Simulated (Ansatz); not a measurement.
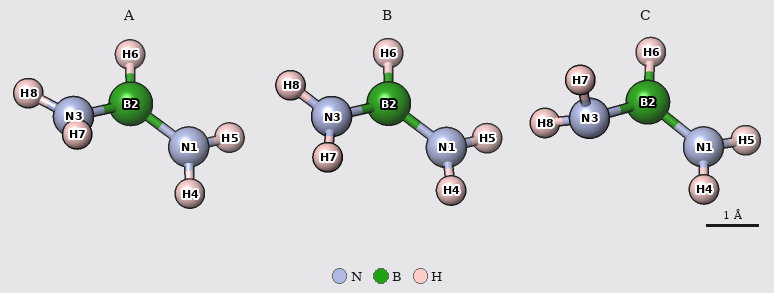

3 geometries from a converged minimum-energy path of BN2H5, shuffled. Style: ball-and-stick. Shown at a tilt.

The calculation used RKS r2SCANh/def2-SVPD (Ansatz 0.2.0). Settings: 5 movable images; climbing image; force threshold 0.03 eV/Å; iteration limit 60; starting path through a guess of the saddle point.

Q: Which of them lies highest in energy?

A: C. In order along the path, whose images run from 0 to 6: C (image 3, +15.1 kcal/mol), A (image 5, +3.9 kcal/mol), B (image 6, 0.0 kcal/mol). The motion is an umbrella inversion at N1. No bond forms or breaks between the ends. Bond angles that change up to the highest image, for instance: B2–N3–H8 124.2° → 111.8°, B2–N3–H7 122.3° → 111.8°.

Cost: 96 s on 2 threads of Arm Neoverse V1 (shared host), peak memory 0.18 GiB.
